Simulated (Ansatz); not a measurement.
## Phonon calculation, with input and output: C2H4AlNO

System: C2H4AlNO.
Method: RKS PBE0-D4/6-31G (Ansatz 0.2.0).

It belongs to a series of runs on one base structure; here: vibrations at the highest image of the band.

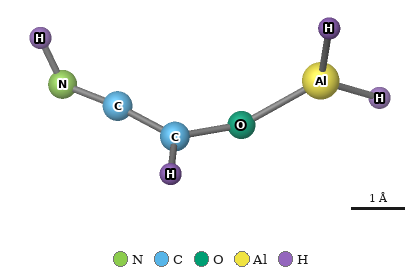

**Figure 1.** The structure (ball-and-stick view, seen at a tilt). Sticks mark near contacts. Bond lengths as drawn: Al–H 1.59 to 1.61 Å, Al–O 1.73 Å, C–C 1.32 Å, C–H 1.08 Å, C–N 1.24 Å, C–O 1.37 Å and H–N 1.03 Å.

Input
```yaml
crystal:
  periodic: [false, false, false]
  atoms:
    - { symbol: "N", position_ang: [1.420634, 2.362534, -0.400647] }
    - { symbol: C, position_ang: [1.02158, 1.196801, -0.533314] }
    - { symbol: C, position_ang: [0.75157, -0.091917, -0.630808] }
    - { symbol: O, position_ang: [0.167753, -0.818568, 0.379153] }
    - { symbol: Al, position_ang: [-1.301362, -1.526315, 0.9592] }
    - { symbol: H, position_ang: [0.812388, 3.136824, -0.690311] }
    - { symbol: H, position_ang: [1.021356, -0.634458, -1.530774] }
    - { symbol: H, position_ang: [-2.645822, -1.340365, 0.101973] }
    - { symbol: H, position_ang: [-1.159596, -2.330735, 2.328529] }
basis:
  gaussian: { orbitals: "6-31G" }
hamiltonian:
  xc: pbe0
  dispersion: d4
phonons: {}
```

Hardware: 1 thread of Arm Neoverse V1, 24 GiB of memory available, shared host.

Command:
```bash
ansatz run input.yaml --threads 1 --pin off --max-ram 2048MiB --backend cpu --events-out ev --progress --plain --runs-dir out
```

Output
```
Engine: ansatz 0.2.0, aarch64-unknown-linux-gnu
Functional definition: PBE0
  parameter a = 0.25
  parameter kappa = 0.804
  parameter beta = 0.06672455060314922
  exchange = (1 - a)*pbe_x(kappa = kappa, mu = beta*pi^2/3) + a*exact_x
  correlation = pbe_c(beta = beta)
797 factors; integrals over basis functions are off by at most 2.0e-4 eV
mean field evaluation 1: about -12253.7867 eV, gradient 5.2e1 eV
mean field evaluation 2: about -12240.2503 eV, gradient 9.6e1 eV
mean field evaluation 4: about -12259.0477 eV, gradient 7.5e0 eV
mean field evaluation 8: about -12259.1691 eV, gradient 2.2e-1 eV
mean field evaluation 16: about -12259.1693 eV, gradient 1.5e-5 eV
mean field -12259.16931476 eV, -450.5161627542 hartree, gradient 1.5e-5 eV, S^2 0.000000; 0 other end points of the search recorded, 0 dependent functions left out
the calculation of the forces begins
reference -12259.16934748 eV, -450.5161639565 hartree; 22, 22 occupied and 35, 35 virtual orbitals, 797 factors
these checks for a lower state are left out or cut short: stability, starts, cluster_reference, orbital_swaps, neighbouring_geometries, increment
797 factors; integrals over basis functions are off by at most 2.0e-4 eV
mean field -12259.16927502 eV, -450.5161612938 hartree, gradient 1.8e-6 eV, S^2 0.000000; 0 other end points of the search recorded, 0 dependent functions left out
[... from here on the field's lines of each further geometry are left out, up to the last ...]
the calculation of the forces begins
reference -12259.16932256 eV, -450.5161630408 hartree; 22, 22 occupied and 35, 35 virtual orbitals, 797 factors
these checks for a lower state are left out or cut short: stability, starts, cluster_reference, orbital_swaps, neighbouring_geometries, increment
797 factors; integrals over basis functions are off by at most 2.0e-4 eV
mean field -12259.16927670 eV, -450.5161613552 hartree, gradient 1.5e-6 eV, S^2 0.000000; 0 other end points of the search recorded, 0 dependent functions left out
the calculation of the forces begins
reference -12259.16930942 eV, -450.5161625577 hartree; 22, 22 occupied and 35, 35 virtual orbitals, 797 factors
WARN: phonons: modes at or below zero, which the zero-point energy, F, S and C_V leave out: 1, the lowest at -89.99 cm⁻¹. A minimum has none, and a first-order saddle one
Total energy: -12259.30269939 eV, -450.5210645488 hartree
Atom 0 at     1.420634     2.362534    -0.400647 Å, force     0.008338     0.005467     0.001002 eV/Å
Atom 1 at     1.021580     1.196801    -0.533314 Å, force     0.010476     0.001236     0.009921 eV/Å
Atom 2 at     0.751570    -0.091917    -0.630808 Å, force    -0.015706    -0.024795     0.007095 eV/Å
Atom 3 at     0.167753    -0.818568     0.379153 Å, force    -0.009127     0.014386    -0.005871 eV/Å
Atom 4 at    -1.301362    -1.526315     0.959200 Å, force     0.010767    -0.005716    -0.002543 eV/Å
Atom 5 at     0.812388     3.136824    -0.690311 Å, force    -0.008295    -0.003548    -0.005150 eV/Å
Atom 6 at     1.021356    -0.634458    -1.530774 Å, force     0.005864     0.009112    -0.007293 eV/Å
Atom 7 at    -2.645822    -1.340365     0.101973 Å, force    -0.001427     0.002177     0.001283 eV/Å
Atom 8 at    -1.159596    -2.330735     2.328529 Å, force    -0.000889     0.001681     0.001557 eV/Å
Dipole moment:    -0.523465    -0.038333    -0.255074 e Å
Vibrations: -89.99 89.85 122.20 253.15 345.32 524.41 537.91 599.61 658.40 738.39 781.07 909.45 1042.71 1115.00 1308.50 1443.26 1893.14 1940.02 2166.20 3228.57 3420.11 cm⁻¹, zero-point energy 1.433087 eV
```

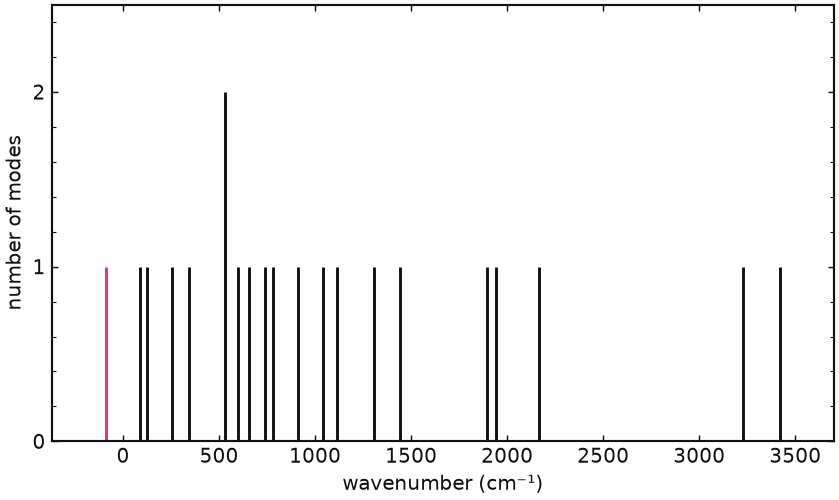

**Figure 2.** Harmonic vibrational wavenumbers from the force constants; neighbouring modes closer than 16 cm⁻¹ are counted in one stick, and imaginary ones are drawn at negative wavenumbers. 21 modes from 90i to 3420 cm⁻¹, 1 imaginary beyond 8i (90i cm⁻¹): not a clean minimum; so soft a mode can be a shallow saddle, an incomplete relaxation or noise of the force constants.

Summary

| quantity | value |
| --- | --- |
| outcome | converged |
| total energy | −12259.3027 eV |
| mean-field energy | −12259.1693 eV |
| largest force (length of the vector) | 0.030 eV/Å |
| wall time | 1.8 min |
| peak memory | 0.13 GiB |
